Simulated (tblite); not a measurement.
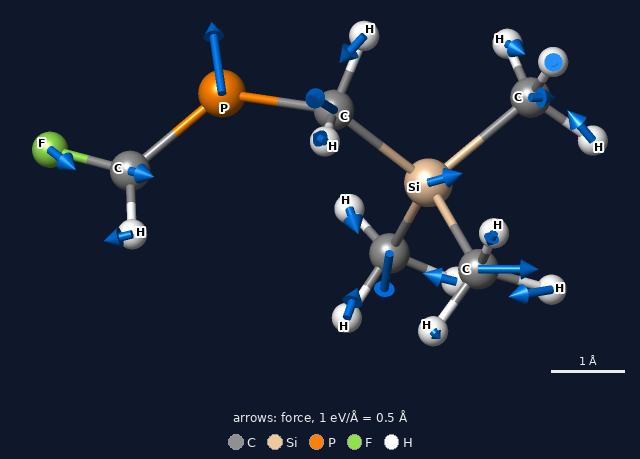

Starting geometry of C5H12FPSi with the computed forces as blue arrows. Style: ball-and-stick. Shown from a free direction.

Computed with GFN2-xTB geometry optimisation, gas phase (tblite). 

Q: Is this structure relaxed? If not, where do the atoms go?

A: It isn't relaxed: the largest force vector, on the P atom, is 2.42 eV/Å. The final displacements have little in common with the starting forces (cosine between the two patterns 0.13). The largest move after the best rigid fit is that of an H atom, 1.21 Å. Largest moves by element: H 1.21 Å, F 0.98 Å, C 0.83 Å, P 0.69 Å, Si 0.19 Å. Some distances before and after: C–Si 1.830 → 1.906 Å, C–Si 1.852 → 1.927 Å, C–H 1.133 → 1.085 Å, C–Si 1.870 → 1.907 Å. Bond angles that change, for instance: C–P–C 122.0° → 99.2°, F–C–H 120.9° → 111.5°, C–Si–C 116.1° → 108.9°. Groups turn about C–Si by about 55°. After 150 geometry steps the energy has fallen by 96.9 kJ/mol. The run took 1.4 s on 1 thread of Arm Neoverse V1 (shared host).
